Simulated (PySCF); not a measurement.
SO3···H2O (SMILES O=S(=O)=O.O)

Input file:

```
{"job": {"kind": "inter", "xc": "wB97M-D3(BJ)", "basis": "def2-TZVPD", "pairs": false}, "charge": 0, "multiplicity": 1, "parts": [{"atoms": "0-3", "charge": 0, "multiplicity": 1}, {"atoms": "4-6", "charge": 0, "multiplicity": 1}]}
O      0.468457    -0.843663     1.107217
S      0.501876     0.312454     0.235774
O     -0.224246     1.505866     0.596706
O      1.043065     0.176755    -1.101402
O      2.528847     1.010142     1.087588
H      3.112781     1.077171     0.322511
H      2.842403     0.259857     1.607287
```

Launched as:

```sh
OMP_NUM_THREADS=1 python cluster_run.py task.json out
```

Geometry: PBE0-D3(BJ)/def2-SVPD.

Theory: wB97M-D3(BJ)/def2-TZVPD, SCF density, gas phase (PySCF).

### What will maps of the electron density and electron localisation function show?

S–O (1.44 Å): ρ is about 2.4 e/Å³ halfway; the ELF peaks at about 0.80 between the atoms (a short, strongly polar bond).

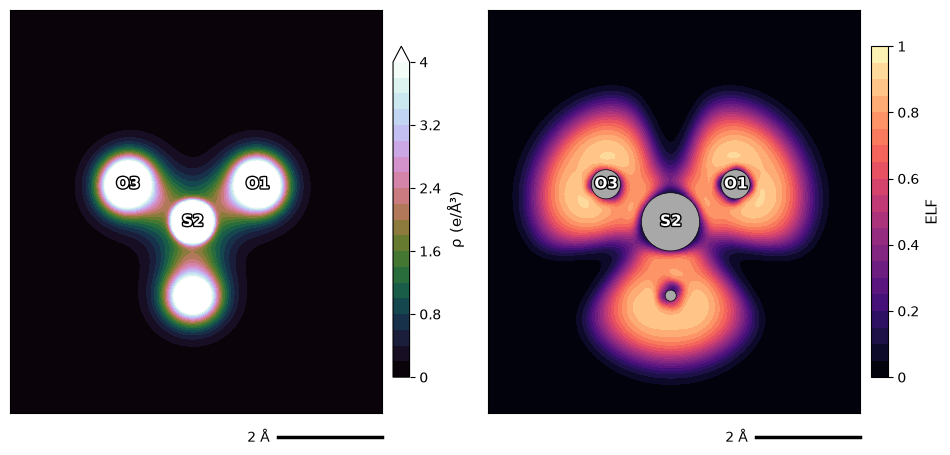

Computed electron density and electron localisation function on the plane of atoms O1, S2 and O3, in this order. Grey discs cover the atomic cores in the ELF map. 
